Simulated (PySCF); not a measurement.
CH5F3P4Si (SMILES FC(F)(F)P1PP([SiH3])P1)

```xyz
14

F    -2.9790   -0.1461   -1.6799
C    -2.5044    0.1188   -0.4576
F    -1.8086    1.2670   -0.5577
F    -3.5515    0.3767    0.3297
P    -1.5140   -1.3363    0.2154
P    -0.2683   -0.2013    1.6151
P     1.4215   -1.1933    0.5764
Si    2.6522    0.6454    0.0895
P     0.1542   -1.3542   -1.2561
H    -0.3986   -1.1537    2.6308
H     3.4425    0.8801    1.2964
H     1.7920    1.7941   -0.2189
H     3.4650    0.2798   -1.0714
H     0.0962    0.0224   -1.5338
```

Geometry: GFN2-xTB.

Method: wB97X-D/def2-SVPD, SCF density, gas phase (PySCF).

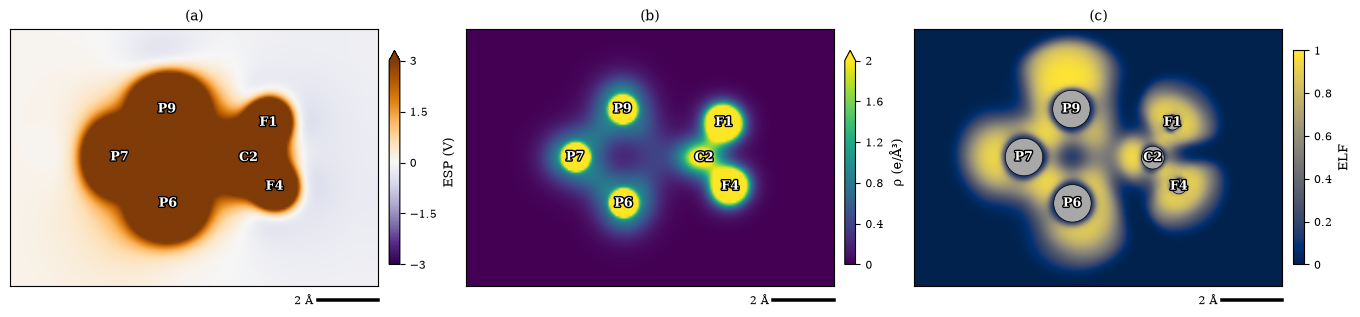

Figure 1. (a) molecular electrostatic potential; (b) electron density; (c) ELF on the plane of atoms P6, P7 and P9. Grey discs cover the atomic cores in the ELF map.

**Describe what can be read from this map.**

The plane passes through F, C and P nuclei. C–F (1.34 Å): ρ is about 2.4 e/Å³ halfway; the ELF peaks at about 0.85 between the atoms; a shared but strongly polarised pair. P–P (2.22 Å): the density is about 0.78 e/Å³ at the midpoint; the ELF peaks at about 0.90 between the atoms: a shared electron pair. P–P (2.23 Å): the density is about 0.76 e/Å³ at the midpoint; the ELF peaks at about 0.90 between the atoms; localised, covalent bonding. The ELF also peaks beside P6, F4, P7, F1 and P9, away from the bonds: lone-pair regions. Outside the dense part of the molecule the potential is most negative (−0.5 V) near F4.

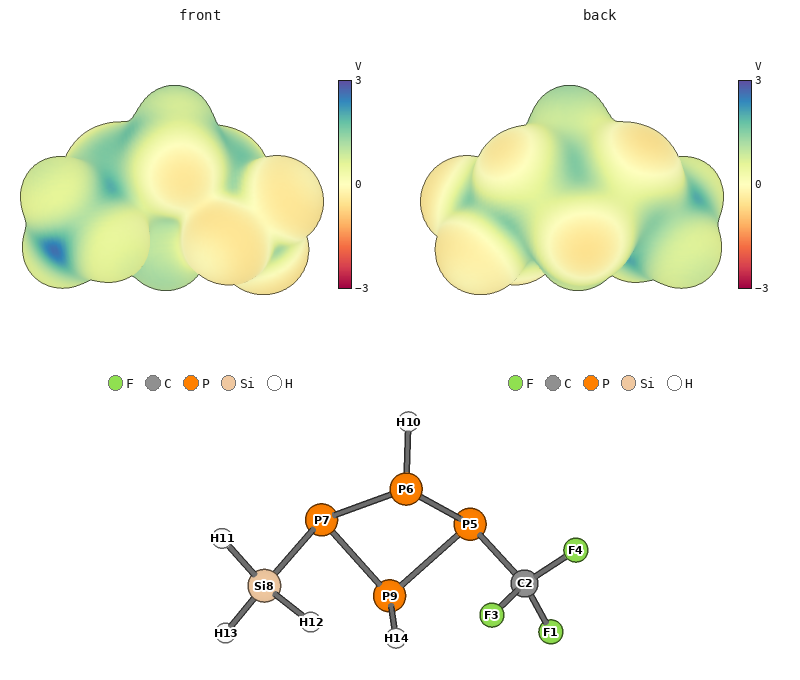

Figure 2. The electrostatic potential painted on the density surface at 0.004 e/bohr³, seen from the front and from behind; the colour scale runs from red (negative) to blue (positive). The bare structure is drawn below in the same view.

**Which sites attract a positive test charge, and which a negative one?**

A positive charge is drawn to the negative regions and a negative charge to the positive ones. The most negative region (about −0.5 V, or −12 kcal/mol for a unit charge) lies over F3, F4, P7 and P9, the most positive (about +2.3 V, or +53 kcal/mol for a unit charge) over Si8.
